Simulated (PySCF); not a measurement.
# U-r2SCAN/STO-6G run of CH2F (SMILES [CH2]F)

What is the vertical doublet–quartet gap of CH2F at U-r2SCAN/STO-6G? The job is set up through a Python script.

The results are computed with PySCF 2.14.0.

9 further runs of the same task are left out: 9 set aside as unsound or not needed.

### 1 The molecule

The species is CH2F (4 atoms), meant as a doublet with charge 0. As SMILES, `[CH2]F`. The coordinates come from a PBE0-D4/def2-TZVP relaxation.

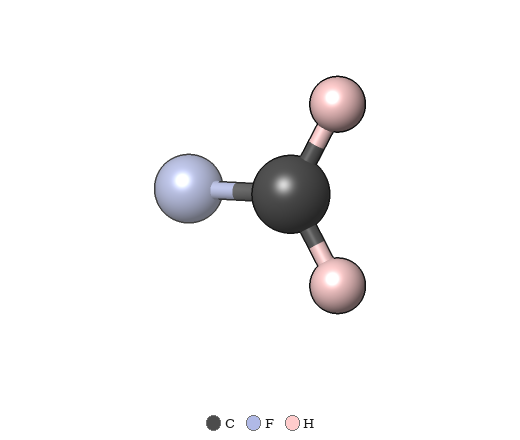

Viewed from a chosen angle; carbon dark grey, fluorine light blue, hydrogen pink.

### 2 A single-point energy at U-r2SCAN/STO-6G

File run.py:

```python
from pyscf import gto, dft

mol = gto.M(
    atom=[
    ('C', (-0.030100, -0.057600, -0.131100)),
    ('F', (0.950000, 0.694000, 0.364600)),
    ('H', (-0.946900, 0.472300, -0.352500)),
    ('H', (0.027000, -1.108700, 0.119000)),
],
    charge=0,
    basis='sto-6g',
    spin=1,
    verbose=3,
    max_memory=1860,
)

mf = dft.UKS(mol)
mf.xc = 'r2scan'
mf.conv_tol = 1e-10
mf.grids.level = 5
mf.kernel()
if not mf.converged:
    mf = mf.newton().run(mf.mo_coeff, mf.mo_occ)

e_tot = mf.e_tot
print('E(%s) = %.9f' % ('R2SCAN', e_tot))
```

Command:

```bash
$ OMP_NUM_THREADS=1 python run.py
```

What it wrote:

```text
WARN: HOMO -0.103856782623298 >= LUMO -0.103856782623297

converged SCF energy = -138.408900670023  <S^2> = 0.75296349  2S+1 = 2.0029613
E(R2SCAN) = -138.408900670
```

It took 6.3 s on 1 thread of AMD EPYC 7B13 (Zen 3), shared host; peak memory 0.18 GiB.

### 3 The quartet, same level

File run.py:

```python
from pyscf import gto, dft

mol = gto.M(
    atom='''
C     -0.056881    -0.108848    -0.247743
F      1.795240     1.311470     0.688994
H     -1.789382     0.892518    -0.666128
H      0.051023    -2.095139     0.224877
''',
    charge=0,
    unit='bohr',
    spin=3,
    basis='sto-6g',
    max_memory=1860,
    verbose=3,
)

mf = dft.UKS(mol)
mf.xc = 'r2scan'
mf.grids.level = 5
mf.conv_tol = 1e-10
mf.kernel()
if not mf.converged:
    mf = mf.newton().run(mf.mo_coeff, mf.mo_occ)

energy = mf.e_tot
print('Final energy', energy)
```

Command:

```bash
$ OMP_NUM_THREADS=1 python run.py
```

What it wrote:

```text
WARN: HOMO 0.233734749652316 >= LUMO -0.336458699862196

WARN: HOMO 0.337986452543907 >= LUMO -0.0637295849791328

WARN: HOMO 0.29547822311015 >= LUMO -0.146659305975696

WARN: HOMO 0.280304947129638 >= LUMO -0.14184568265224

WARN: HOMO 0.281424604364198 >= LUMO -0.142013700798627

WARN: HOMO 0.280396778109726 >= LUMO -0.141253447044059

WARN: HOMO 0.280589798968891 >= LUMO -0.141288773799757

WARN: HOMO 0.280638424987587 >= LUMO -0.141236635749715

WARN: HOMO 0.280647000774889 >= LUMO -0.141224989606095

WARN: HOMO 0.280646551117576 >= LUMO -0.141225466190699

WARN: HOMO 0.280646800972355 >= LUMO -0.141225223171096

converged SCF energy = -137.955674173884  <S^2> = 3.7510201  2S+1 = 4.00051
Final energy -137.95567417388415
```

Wall time 5.7 s (1 thread of AMD EPYC 7B13 (Zen 3), shared host); peak memory 0.18 GiB.

### 4 Summary of results

Level: U-r2SCAN/STO-6G.

| quantity | value |
| --- | --- |
| doublet: total energy | -138.40890 Eh |
| doublet: dipole moment | 0.51 D |
| doublet: HOMO energy (highest over α and β) | -1.96 eV |
| doublet: LUMO energy (lowest over α and β) | 1.70 eV |
| doublet: ⟨S²⟩ | 0.753 |
| quartet: total energy | -137.95567 Eh |
| quartet: dipole moment | 0.80 D |
| quartet: ⟨S²⟩ | 3.751 |
| vertical energy of the quartet above the doublet | 12.333 eV |

**Reading.** At this shape the quartet lies 12.33 eV (1190 kJ/mol) above the doublet. In a minimal basis such a difference can be off by several eV, whatever the method.
